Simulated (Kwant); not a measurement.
Device: quantum point contact (saddle potential) in a CdTe two-dimensional gas. Effective mass 0.096 mₑ, grid spacing 3 nm, hard walls, nominal width 60 nm (19 grid rows, so walls 60 nm apart), one parabolic valley, scattering region 180 nm long along x; energies count from the band bottom; Fermi energy 0.0223 eV. Potential (V0 + ½k y²) cos²(πx/L) for |x| < L/2, with V0 swept from 0.023415 to 0 eV, k = 0.00024 eV/nm², L = 87 nm.

Constants are typed, rounded textbook-type inputs, not results; the design itself was drawn at random and stands for no fabricated device.

Computed with Kwant: effective-mass tight-binding model on a square grid, one spin, coherent transport at 0 K. Conductance is in e²/h.

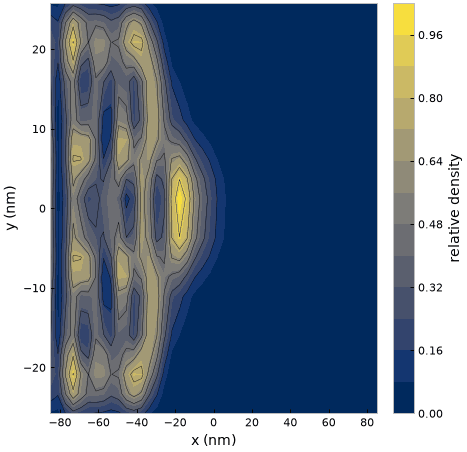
Density of the scattering states that come in from the left lead, at gate = 0.017646 eV, in bins, relative to the largest site value

The conductance there is 0.11 e²/h with 4 open channel(s) in the leads.
